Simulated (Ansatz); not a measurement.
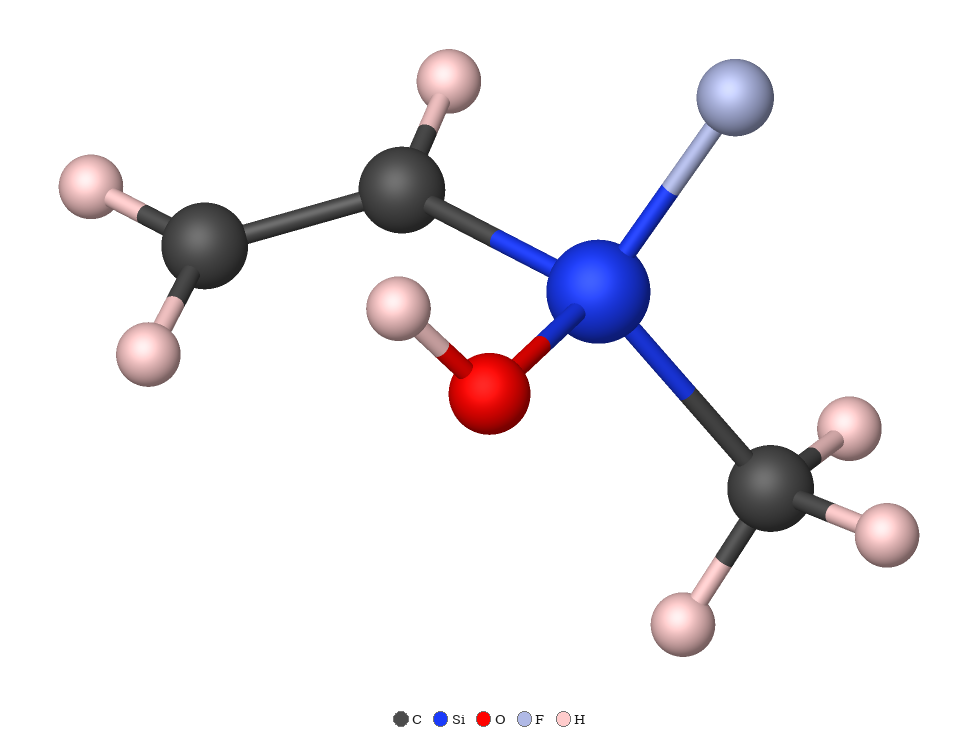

Source: calculation with Ansatz.

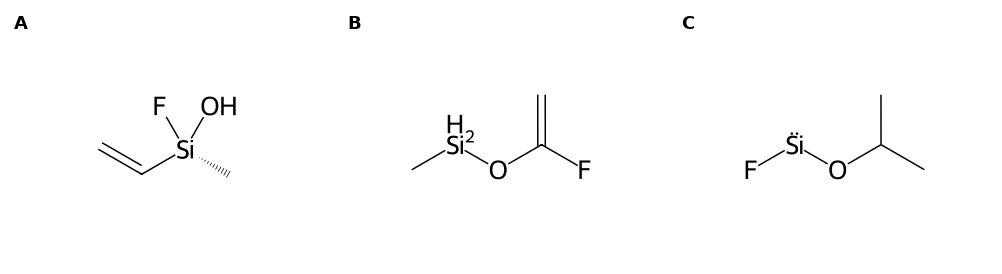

Question: The first picture shows one of the molecules drawn in the second. Which?

Answer: A, `C=C[Si@](C)(O)F`.
